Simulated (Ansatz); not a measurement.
Profile along the C–C line in C (diamond)

C (diamond)

Space group Fd-3m, origin choice 1 (No. 227); a = 3.5716 Å, b = 3.5716 Å, c = 3.5716 Å, α = 90.00°, β = 90.00°, γ = 90.00°

| atom | site | symmetry | x | y | z |
|---|---|---|---|---|---|
| C | 8a | -43m | 0.0000 | 0.0000 | 0.0000 |
(The calculation used a cell of 2 atoms; values per cell refer to that cell.)

Fields along a shortest C–C line of a {110} plane (1.55 Å), from C to C, interpolated on the slice's grid (step about 0.1 Å). Level of theory: PBE (plane waves to 420 eV, PAW, scalar-relativistic; Ansatz, a first-principles code). k mesh 16×16×16. Near the nuclei the fields are pseudised (PAW); where an atom keeps semicore shells as valence, they peak there. C was relaxed with its symmetry unable to fall.

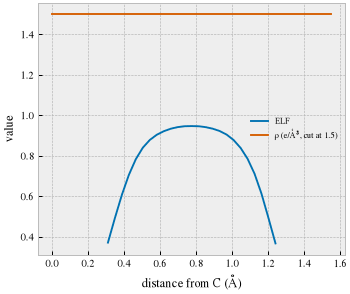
ELF (away from the nuclei) and valence density from C to C.

Density on the C–C line (1.55 Å) at its midpoint: 1.62 e/Å³. ELF at that point: 0.9. ELF maximum in the middle third of the C–C line: 0.95, 0.8 Å from C.
